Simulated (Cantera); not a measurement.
Input: 1 mol PbO, 0.44 mol CH4, 2.1 mol H2, at 2123.15 K.

Cantera equilibrium calculation (NASA polynomials, part measured and part estimated; ideal gas, pure solids and liquids). Candidate condensed phases: C, C6H6, C7H8, C8H18, H2O, Pb, PbO, PbO2, Pb3O4; 113 gas species. Gases not in the tables: (PbO)n polymers. The numbers say what is thermodynamically allowed, not how fast it happens.

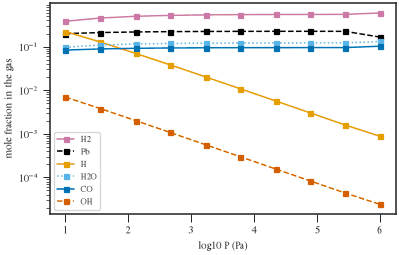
Equilibrium gas composition (values under 1e-9 drawn at 1e-9)

From 0.000100 bar to 2.80 bar nothing is condensed. At 10.0 bar the condensed part is Pb(l).
